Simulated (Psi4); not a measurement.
# SiSe (SMILES [Si][Se]): TDA-BHLYP/aug-cc-pVDZ (save jk yes, sweep point 5)

We compute the excited states of SiSe. 

The calculation is run with Psi4 1.11.

4 further runs of the same task are left out: 4 set aside as unsound or not needed.

## (1) The system as given

The species is SiSe (2 atoms), meant as a singlet with charge 0. SMILES: `[Si][Se]`. The shape is that of a PBE0-D4/def2-TZVP optimisation.

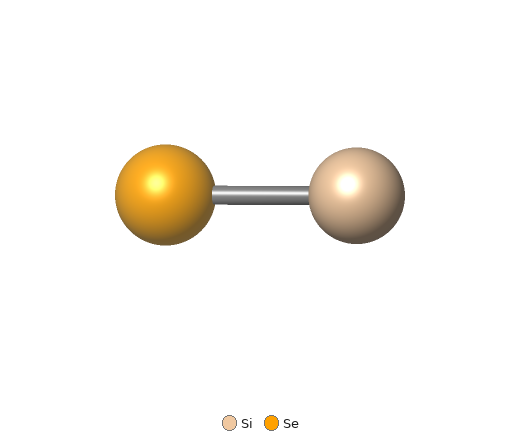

The structure, seen from a chosen angle (silicon light orange, selenium orange).

## (2) The vertical excitations at TDA-BHLYP/aug-cc-pVDZ (save jk yes, sweep point 5)

File sesi.in:

```
memory 1.6 GB

molecule {
  0 1
  Si     0.000000     0.000000     0.031440
  Se     0.000000     0.000000     2.093090
  symmetry c1
}

set globals {
  basis                aug-cc-pVDZ
  reference            rks
  puream               true
  scf_type             pk
  dft_radial_points    99
  dft_spherical_points 590
  save_jk              true
}

from psi4.driver.procrouting.response.scf_response import tdscf_excitations
e_tot, wfn = energy('bhhlyp', return_wfn=True)
states = tdscf_excitations(wfn, states=8, tda=True)
```

On the command line:

```bash
$ psi4 -n 1 sesi.in sesi.out
```

sesi.out:

```text
[...]
  Running in c1 symmetry.
[...]
  Nuclear repulsion =  122.178038114578129
[...]
  Multiplicity = 1
[...]
  Nalpha       = 24
  Nbeta        = 24
[...]
    Number of basis functions: 63
[...]
   @RKS iter   1: -2690.55534290986679   -2.47772e+00   1.59596e-02 DIIS/ADIIS
[...]
   @RKS iter   9: -2691.01964037603648   -1.68266e-08   1.23935e-07 DIIS
[...]
    Orbital Energies [Eh]
    ---------------------
    Doubly Occupied:
       1A   -456.576333     2A    -67.215869     3A    -59.080491
       4A    -52.961518     5A    -52.961518     6A    -52.961083
       7A     -8.245380     8A     -6.106373     9A     -6.105748
      10A     -6.105748    11A     -5.667225    12A     -3.928936
      13A     -3.928936    14A     -3.925718    15A     -2.317273
      16A     -2.316130    17A     -2.316130    18A     -2.315716
      19A     -2.315716    20A     -0.784233    21A     -0.498584
      22A     -0.322886    23A     -0.318500    24A     -0.318500
[...]
  @RKS Final Energy: -2691.01964037603648
   => Energetics <=
    Nuclear Repulsion Energy =            122.1780381145781291
    One-Electron Energy =               -3988.1871192652747595
    Two-Electron Energy =                1230.1238668331561712
    DFT Exchange-Correlation Energy =     -55.1344260584960111
    Empirical Dispersion Energy =           0.0000000000000000
    VV10 Nonlocal Energy =                  0.0000000000000000
    Total Energy =                      -2691.0196403760364774
[...]
 Multipole Moments:
 ------------------------------------------------------------------------------------
     Multipole            Electronic (a.u.)      Nuclear  (a.u.)        Total (a.u.)
 ------------------------------------------------------------------------------------
 L = 1.  Multiply by 2.5417464519 to convert [e a0] to [Debye]
 Dipole X            :          0.0000000            0.0000000            0.0000000
 Dipole Y            :          0.0000000            0.0000000            0.0000000
 Dipole Z            :          5.3998906           -6.0524846           -0.6525940
 Magnitude           :                                                    0.6525940
[...]
**********                               WARNING                                **********
**********       The names of excited state variables changed between 1.5       **********
[...]
**********                               WARNING                                **********
**********  Length-gauge rotatory strengths are **NOT** gauge-origin invariant  **********
[...]
                                    Excitation Energy         Total Energy        Oscillator Strength             Rotatory Strength
[...]
Excited State    1 (1 A):   0.13738 au   331.67 nm f = 0.0000
[...]
Excited State    5 (1 A):   0.15627 au   291.57 nm f = 0.0205
[...]
Excited State    6 (1 A):   0.22602 au   201.59 nm f = 0.1538
[...]
Excited State    7 (1 A):   0.25772 au   176.80 nm f = 0.1097
[...]
Excited State    8 (1 A):   0.25772 au   176.80 nm f = 0.1097
[...]
```

It took 35 s on 1 thread of Intel Xeon at 2.70GHz, shared host; peak memory 0.65 GiB.

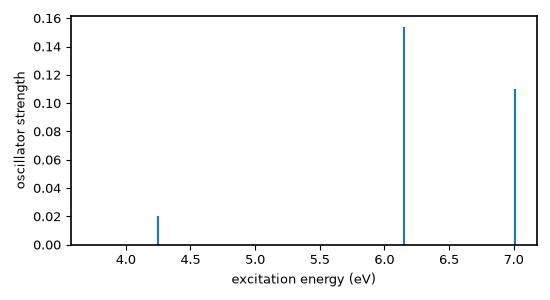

Vertical excitations as sticks.

The roots found:

| excited state | energy (eV) | strength | label |
| --- | --- | --- | --- |
| 1 | 3.738 | 0.0000 | A 1 |
| 2 | 3.972 | 0.0000 | A 1 |
| 3 | 3.972 | 0.0000 | A 1 |
| 4 | 4.252 | 0.0205 | A 1 |
| 5 | 4.252 | 0.0205 | A 1 |
| 6 | 6.150 | 0.1538 | A 1 |
| 7 | 7.013 | 0.1097 | A 1 |
| 8 | 7.013 | 0.1097 | A 1 |

## (3) Summary of results

Level: TDA-BHLYP/aug-cc-pVDZ (save jk yes, sweep point 5).

```
                                quantity           value
       ground-state or mean-field energy  -2691.01964 Eh
 dipole moment (BHLYP Kohn–Sham density)          1.66 D
  HOMO energy (BHLYP Kohn–Sham orbitals)        -8.67 eV
  LUMO energy (BHLYP Kohn–Sham orbitals)        -1.64 eV
HOMO–LUMO gap (BHLYP Kohn–Sham orbitals)         7.03 eV
                lowest excitation energy         3.74 eV
```

**Reading.** The brightest of the 8 transitions from the ground state lies at 7.01 eV (177 nm, f = 0.219, degenerate roots summed); the lowest, at 3.74 eV, has f = 0.000.
